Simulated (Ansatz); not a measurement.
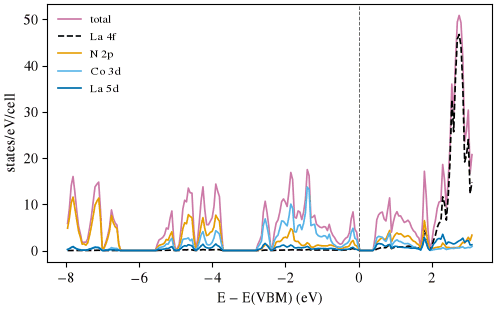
Figure: Total and projected density of states of LaCoN$_{3}$ in space group C2/m (No. 12; Pearson symbol mS20), plane-wave PAW LDA (Ansatz code)

Problem. Which orbitals carry the states next to the gap?

Solution. Top 1 eV of the valence band: Co 3d 56 %, N 2p 26 %, La 5d 9 %. Bottom 1 eV of the conduction band: N 2p 41 %, Co 3d 30 %, La 5d 13 %, La 4f 10 %. Projections are on Löwdin-orthogonalised atomic valence shells; empty p or d shells of many metals are not among them.

Problem. Where is the tallest occupied peak in this window, and what makes it?

Solution. Near -1.4 eV, about 18 states/eV per cell; the largest projected share is Co 3d.

The workflow started from a Materials Project entry (that database holds measured and hypothetical structures alike); the Crystallography Open Database copy checked does not list it. Whether it is the stable phase at ambient conditions was not checked. The LDA relaxation kept the symmetry of its start; its stability against distortions is not shown here. The run is not spin-polarised. Spin–orbit coupling is left out wherever it is not named.

Potentials: the later of the program's two PAW sets.
